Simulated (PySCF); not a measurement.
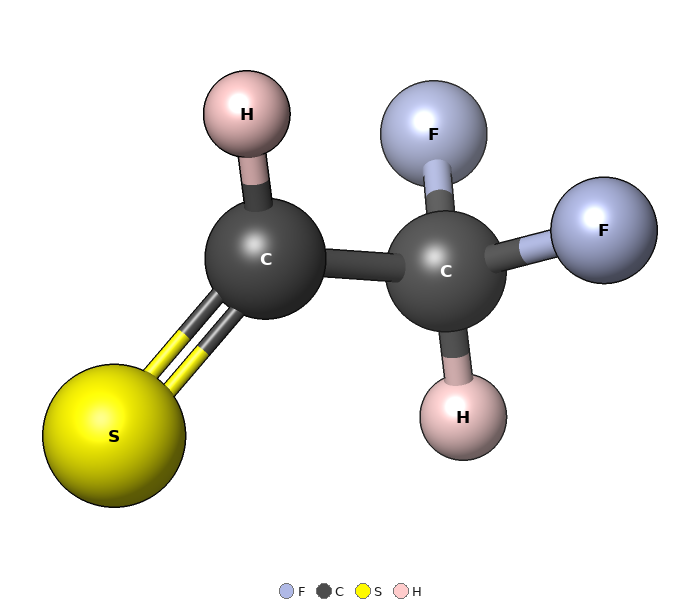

Computed geometry: PBE0-D3(BJ)/def2-SVP optimisation. No frequency run is at hand to confirm it as a minimum. Program: PySCF 2.14.0.

Compare polarisability (bohr³) at these levels: B3LYP/def2-SVPD; BHandHLYP/def2-SVPD; CAM-B3LYP/def2-SVPD; HF/def2-SVPD; LC-wPBE/def2-SVPD; LDA/def2-SVPD; PBE/def2-SVPD; PBE0/6-31G*; PBE0/def2-SVP; PBE0/def2-SVPD; PBE0/def2-TZVP; ωB97X-D/def2-SVPD.

```
              level  polarisability (bohr³)
    B3LYP/def2-SVPD                    47.9
BHandHLYP/def2-SVPD                    46.2
CAM-B3LYP/def2-SVPD                    47.3
       HF/def2-SVPD                    45.3
  LC-wPBE/def2-SVPD                    46.4
      LDA/def2-SVPD                    49.6
      PBE/def2-SVPD                    49.5
        PBE0/6-31G*                    36.0
      PBE0/def2-SVP                    35.0
     PBE0/def2-SVPD                    47.3
     PBE0/def2-TZVP                    42.6
  ωB97X-D/def2-SVPD                    47.0
```
